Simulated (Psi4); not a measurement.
**PNH4 (SMILES N=[PH3]) at HF/cc-pVTZ (sweep point 3)**

Aim: the vertical ionisation energy of PNH4 at HF/cc-pVTZ (sweep point 3), from 2 runs. 

The results are computed with Psi4 1.11.

**1. The structure to begin with**

PNH4: 6 atoms, total charge 0, spin state singlet. As SMILES, `N=[PH3]`. The shape is that of a GFN2-xTB optimisation.

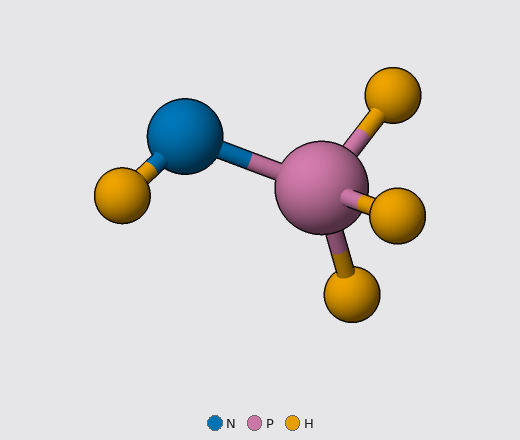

Viewed from a chosen angle; nitrogen blue, phosphorus pink, hydrogen amber.

**2. A single-point energy at HF/cc-pVTZ (sweep point 3)**

calc.dat reads:

```
memory 1600 mb

molecule {
  0 1
  N      0.614450    -0.712610     0.868100
  P     -0.156770     0.225050    -0.081540
  H      1.035260    -1.519270     0.433750
  H     -1.299680    -0.179570    -0.781270
  H      0.465280     0.930830    -1.118320
  H     -0.658550     1.255570     0.679280
  symmetry c1
}

set globals {
  basis cc-pVTZ
  puream true
  scf_type pk
}

E, wfn = energy("scf", return_wfn=True)
```

Started as:

```bash
$ psi4 -i calc.dat -o calc.out -n 1
```

calc.out:

```text
[...]
  Running in c1 symmetry.
[...]
  Nuclear repulsion =   66.191009531758780
[...]
  Multiplicity = 1
[...]
  Nalpha       = 13
  Nbeta        = 13
[...]
    Number of basis functions: 120
[...]
   @RHF iter   1:  -397.34183195077503   -8.31428e-02   4.59587e-03 ADIIS/DIIS
[...]
   @RHF iter   8:  -397.50183054690939   -9.19849e-08   4.11317e-07 DIIS
[...]
    Orbital Energies [Eh]
    ---------------------
    Doubly Occupied:
       1A    -80.008094     2A    -15.487783     3A     -7.545277
       4A     -5.441636     5A     -5.441134     6A     -5.440246
       7A     -1.122289     8A     -0.849244     9A     -0.627852
      10A     -0.581238    11A     -0.558471    12A     -0.408350
      13A     -0.363695
[...]
  @RHF Final Energy:  -397.50183054690939
   => Energetics <=
    Nuclear Repulsion Energy =             66.1910095317587803
    One-Electron Energy =                -679.6350959311326960
    Two-Electron Energy =                 215.9422558524644842
    Total Energy =                       -397.5018305469093889
[...]
 Multipole Moments:
 ------------------------------------------------------------------------------------
     Multipole            Electronic (a.u.)      Nuclear  (a.u.)        Total (a.u.)
 ------------------------------------------------------------------------------------
 L = 1.  Multiply by 2.5417464519 to convert [e a0] to [Debye]
 Dipole X            :         -0.0147902           -0.4762264           -0.4910166
 Dipole Y            :          0.0453736            0.3972499            0.4426234
 Dipole Z            :          0.0748803           -1.1746566           -1.0997764
 Magnitude           :                                                    1.2831683
[...]
```

Wall time 9.3 s (1 thread of Intel Xeon Platinum 8259CL at 2.50GHz (Skylake/Cascade Lake), shared host); peak memory 0.79 GiB.

**3. The doublet cation at the same level**

calc.in reads:

```
memory 1.6 GB

molecule mol {
  1 2
  N      0.614450    -0.712610     0.868100
  P     -0.156770     0.225050    -0.081540
  H      1.035260    -1.519270     0.433750
  H     -1.299680    -0.179570    -0.781270
  H      0.465280     0.930830    -1.118320
  H     -0.658550     1.255570     0.679280
  units angstrom
  symmetry c1
}

set basis cc-pVTZ
set reference uhf
set puream true
set scf_type pk
set maxiter 150

E, wfn = energy('hf', return_wfn=True)
print_variables()
```

Started as:

```bash
$ psi4 calc.in calc.out -n 1
```

calc.out:

```text
[...]
  Running in c1 symmetry.
[...]
  Nuclear repulsion =   66.191009531758780
[...]
  Multiplicity = 2
[...]
  Nalpha       = 13
  Nbeta        = 12
[...]
    Number of basis functions: 120
[...]
   @UHF iter   1:  -397.06873520527182    1.89954e-01   3.24825e-03 DIIS/ADIIS
[...]
   @UHF iter  10:  -397.21922464424455   -7.95380e-08   4.71649e-07 DIIS
[...]
   @S^2 Observed:                7.603776209E-01
[...]
    Orbital Energies [Eh]
    ---------------------
    Alpha Occupied:
       1A    -80.273239     2A    -15.874248     3A     -7.816401
       4A     -5.712220     5A     -5.711339     6A     -5.711327
       7A     -1.514135     8A     -1.132637     9A     -0.952341
      10A     -0.886143    11A     -0.840571    12A     -0.761499
      13A     -0.748605
    Alpha Virtual:
      14A     -0.100959    15A     -0.063184    16A     -0.039766
      17A     -0.034412    18A     -0.005380    19A      0.084611
      20A      0.089802    21A      0.156079    22A      0.175973
      23A      0.216246    24A      0.225913    25A      0.243937
[...]
  @UHF Final Energy:  -397.21922464424455
   => Energetics <=
    Nuclear Repulsion Energy =             66.1910095317587803
    One-Electron Energy =                -671.9996100918626780
    Two-Electron Energy =                 208.5893759158593070
    Total Energy =                       -397.2192246442445480
  UHF NO Occupations:
  HONO-2 :   11  A 1.9984073
  HONO-1 :   12  A 1.9975066
[...]
 Multipole Moments:
 ------------------------------------------------------------------------------------
     Multipole            Electronic (a.u.)      Nuclear  (a.u.)        Total (a.u.)
 ------------------------------------------------------------------------------------
 L = 1.  Multiply by 2.5417464519 to convert [e a0] to [Debye]
 Dipole X            :          0.3237575           -0.4762264           -0.1524689
 Dipole Y            :         -0.4261247            0.3972499           -0.0288749
 Dipole Z            :          0.2933513           -1.1746566           -0.8813053
 Magnitude           :                                                    0.8948629
[...]
```

Run time: 10 s. Hardware: 1 thread of Intel Xeon Platinum 8259CL at 2.50GHz (Skylake/Cascade Lake), shared host; peak memory 0.79 GiB.

**4. Summary of results**

Level: HF/cc-pVTZ (sweep point 3).

| quantity | value |
| --- | --- |
| singlet PNH4: total energy | -397.50183 Eh |
| singlet PNH4: dipole moment | 3.26 D |
| singlet PNH4: HOMO energy | -9.90 eV |
| singlet PNH4: LUMO energy | 3.53 eV |
| singlet PNH4: HOMO–LUMO gap | 13.43 eV |
| doublet cation: total energy | -397.21922 Eh |
| doublet cation: HOMO energy (highest over α and β) | -19.48 eV |
| doublet cation: LUMO energy (lowest over α and β) | -6.03 eV |
| doublet cation: ⟨S²⟩ | 0.760 |
| vertical ionisation energy (to the doublet cation) | 7.690 eV |

In words: Removing an electron at fixed nuclei costs 7.69 eV (742 kJ/mol). −ε(HOMO) before ionisation, 9.90 eV, is 2.21 eV above this ionisation energy.
